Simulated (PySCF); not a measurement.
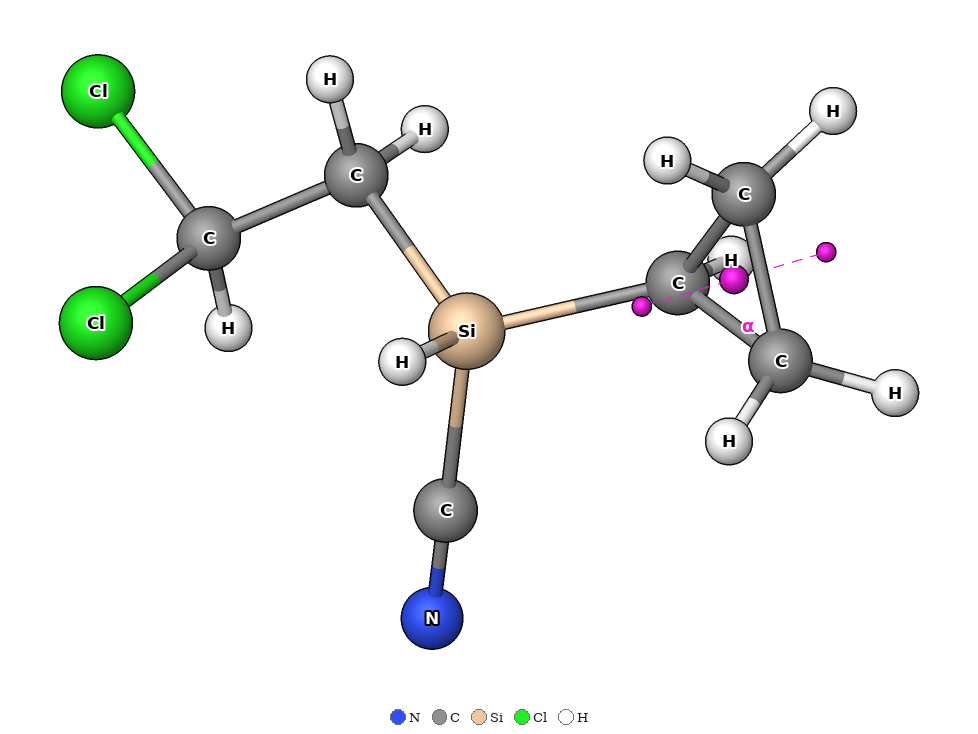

The small points mark where nucleus-independent chemical shifts (NICS) were computed: at the centre of each lettered ring and 1 Å above and below it. The geometry was computed by an optimisation with GFN2-xTB. No frequency run is at hand to confirm it as a minimum. Properties computed with GIAO PBE0/pcSseg-1 NMR shielding, non-relativistic, gas phase (PySCF 2.14.0).

Give NICS(0), NICS(1) and the out-of-plane component NICS(1)zz for each ring (means of the two sides).

```json
{"ring": "α", "members": "C3", "NICS(0)": "−45.2", "NICS(1)": "−8.7", "NICS(1)zz": "−23.7"}
```

Values in ppm.

The geometry is semi-empirical. Around Si such bond lengths and angles can be off by a tenth of an ångström or more and by several degrees, and values that hang on the shape move with them.
